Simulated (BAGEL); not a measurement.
**BH2SF (SMILES FBS): HF/3-21G (density fitting with qzvpp-jkfit)**

What is the vertical ionisation energy of BH2SF at HF/3-21G (density fitting with qzvpp-jkfit)? 

The results are computed with BAGEL 1.2.2.

## (1) Starting point

The species is BH2SF (5 atoms), meant as a singlet with charge 0. As SMILES, `FBS`. Geometry: relaxed at PBE0-D4/def2-TZVP. This is one conformer, not always the lowest.

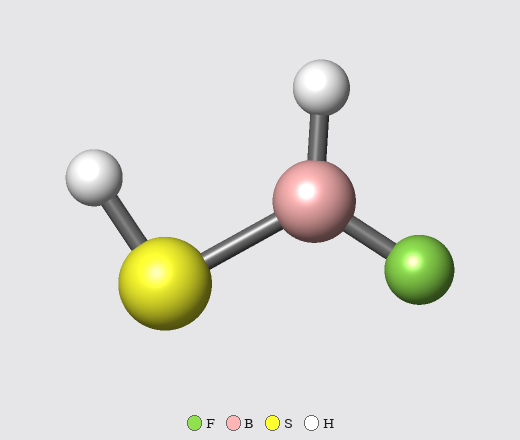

The structure, seen from a chosen angle (fluorine green, boron pink, sulfur yellow, hydrogen white).

## (2) A single-point energy at HF/3-21G (density fitting with qzvpp-jkfit)

File job.json:

```json
{ "bagel" : [

{
  "title" : "molecule",
  "basis" : "3-21g",
  "df_basis" : "qzvpp-jkfit",
  "angstrom" : true,
  "geometry" : [
    { "atom" : "F", "xyz" : [      -1.119100,      -0.905900,      -1.069200 ] },
    { "atom" : "B", "xyz" : [      -0.412800,      -0.339100,      -0.106100 ] },
    { "atom" : "S", "xyz" : [       0.972400,       0.698600,      -0.579400 ] },
    { "atom" : "H", "xyz" : [      -0.712000,      -0.530900,       1.033700 ] },
    { "atom" : "H", "xyz" : [       1.321400,       1.003700,       0.679600 ] }
  ]
},

{
  "title" : "hf"
},

{
  "title" : "print",
  "file" : "orbitals.molden",
  "orbitals" : true
}

]}
```

The run is started by

```sh
$ BAGEL_NUM_THREADS=1 BAGEL job.json > job.out
```

The log of the run:

```text
* using 1 threads per process

  ===============================================================
  ===============================================================

  *** Geometry ***

  { "atom" : "F", "xyz" : [     -2.114793,     -1.711903,     -2.020495 ] },
  { "atom" : "B", "xyz" : [     -0.780079,     -0.640806,     -0.200500 ] },
  { "atom" : "S", "xyz" : [      1.837570,      1.320163,     -1.094907 ] },
  { "atom" : "H", "xyz" : [     -1.345485,     -1.003256,      1.953410 ] },
  { "atom" : "H", "xyz" : [      2.497084,      1.896718,      1.284258 ] },

  Number of auxiliary basis functions:      316

  Since a DF basis is specified, we compute 2- and 3-index integrals:
    o Being stored without compression. Storage requirement is 0.003 GB

  Number of basis functions:       35
  Number of electrons      :       32

    * METHOD: MOLECULE                             0.10

  *** RHF ***

  === Nuclear Repulsion ===
    86.6356269125

      * DIIS with orbital gradients will be used.

  === RHF iteration (3-21g) ===
      0       -520.15088753          0.02894441           0.01
      1       -520.21954492          0.01701365           0.01
      2       -520.24177364          0.00174069           0.01
      3       -520.24234527          0.00032871           0.01
      4       -520.24237437          0.00010056           0.01
      5       -520.24237735          0.00002311           0.01
      6       -520.24237759          0.00000540           0.01
      7       -520.24237760          0.00000116           0.01
      8       -520.24237760          0.00000053           0.01
      9       -520.24237760          0.00000013           0.01
     10       -520.24237760          0.00000003           0.01
     11       -520.24237760          0.00000001           0.01
     12       -520.24237760          0.00000000           0.01
    * SCF iteration converged.

    * Permanent dipole moment:
           (   -0.033901,    -0.053286,    -0.873383) a.u.

    * METHOD: HF                                   0.28

    * METHOD: PRINT                                0.00

  ===============================================================
```

Wall time 0.54 s (1 thread of Arm Neoverse N1, shared host).

## (3) The doublet cation at the same level

File calc.json:

```json
{ "bagel" : [

{
  "title" : "molecule",
  "basis" : "3-21g",
  "df_basis" : "qzvpp-jkfit",
  "angstrom" : true,
  "geometry" : [
    { "atom" : "F", "xyz" : [   -1.119100,   -0.905900,   -1.069200 ] },
    { "atom" : "B", "xyz" : [   -0.412800,   -0.339100,   -0.106100 ] },
    { "atom" : "S", "xyz" : [    0.972400,    0.698600,   -0.579400 ] },
    { "atom" : "H", "xyz" : [   -0.712000,   -0.530900,    1.033700 ] },
    { "atom" : "H", "xyz" : [    1.321400,    1.003700,    0.679600 ] }
  ]
},
{ "title" : "uhf", "charge" : 1, "nopen" : 1 },
{ "title" : "print", "file" : "orbitals.molden", "orbitals" : true }

]}
```

The run is started by

```sh
$ BAGEL_NUM_THREADS=1 BAGEL calc.json > calc.out
```

The log of the run:

```text
* using 1 threads per process

  ===============================================================
  ===============================================================

  *** Geometry ***

  { "atom" : "F", "xyz" : [     -2.114793,     -1.711903,     -2.020495 ] },
  { "atom" : "B", "xyz" : [     -0.780079,     -0.640806,     -0.200500 ] },
  { "atom" : "S", "xyz" : [      1.837570,      1.320163,     -1.094907 ] },
  { "atom" : "H", "xyz" : [     -1.345485,     -1.003256,      1.953410 ] },
  { "atom" : "H", "xyz" : [      2.497084,      1.896718,      1.284258 ] },

  Number of auxiliary basis functions:      316

  Since a DF basis is specified, we compute 2- and 3-index integrals:
    o Being stored without compression. Storage requirement is 0.003 GB

  Number of basis functions:       35
  Number of electrons      :       32

    * METHOD: MOLECULE                             0.10

  *** Open-shell HF ***

  === Nuclear Repulsion ===
    86.6356269125

      * DIIS with orbital gradients will be used.

  === UHF iteration (3-21g) ===
      0       -519.73931217          0.06285764           0.03
      1       -519.83352758          0.04149259           0.03
      2       -519.85448412          0.02666904           0.03
      3       -519.86758561          0.00117234           0.03
      4       -519.86777728          0.00025078           0.03
      5       -519.86780650          0.00007185           0.03
      6       -519.86781828          0.00001857           0.03
      7       -519.86782177          0.00000574           0.03
      8       -519.86782298          0.00000319           0.03
      9       -519.86782362          0.00000191           0.03
     10       -519.86782383          0.00000096           0.03
     11       -519.86782387          0.00000053           0.03
     12       -519.86782387          0.00000042           0.03
     13       -519.86782387          0.00000028           0.03
     14       -519.86782387          0.00000013           0.03
     15       -519.86782387          0.00000007           0.03
     16       -519.86782387          0.00000004           0.03
     17       -519.86782387          0.00000002           0.03
     18       -519.86782387          0.00000001           0.03
    * SCF iteration converged.

    * S^2 (UHF) is 0.7552

    * Permanent dipole moment:
           (   -1.034739,    -0.825742,    -1.251004) a.u.

    * METHOD: UHF                                  0.60

    * METHOD: PRINT                                0.00

  ===============================================================
```

Run time: 0.87 s. Hardware: 1 thread of Arm Neoverse N1, shared host.

## (4) Outcome

At HF/3-21G (density fitting with qzvpp-jkfit):

| quantity | value |
| --- | --- |
| singlet BH2SF: total energy | -520.24238 Eh |
| singlet BH2SF: dipole moment | 2.23 D |
| singlet BH2SF: HOMO energy | -11.31 eV |
| singlet BH2SF: LUMO energy | 3.19 eV |
| singlet BH2SF: HOMO–LUMO gap | 14.50 eV |
| doublet cation: total energy | -519.86782 Eh |
| doublet cation: ⟨S²⟩ | 0.755 |
| vertical ionisation energy (to the doublet cation) | 10.192 eV |

**Reading.** Removing an electron at fixed nuclei costs 10.19 eV (983 kJ/mol). −ε(HOMO) before ionisation, 11.31 eV, is 1.12 eV above this ionisation energy.
